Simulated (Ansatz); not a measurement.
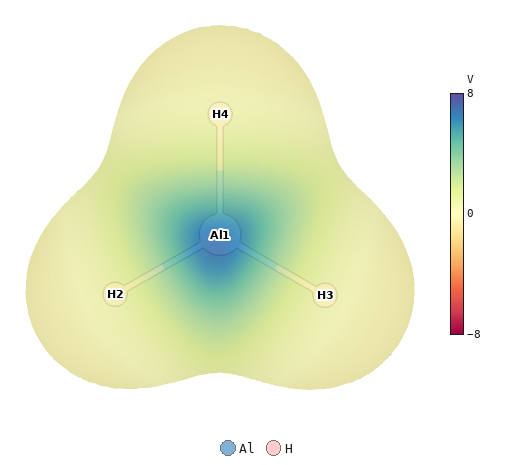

Figure. AlH3. The electrostatic potential painted on the density surface at 0.004 e/bohr³, seen across its widest extent; red is negative and blue positive.

Geometry: PBE0-D4/def2-TZVP.

Method: RKS PBE0-D4/def2-TZVP in Ansatz.

### Describe the electrostatic potential map.

The most negative region (about −0.3 V) lies over H2, H3 and H4, the most positive (about +6.8 V) over Al1.
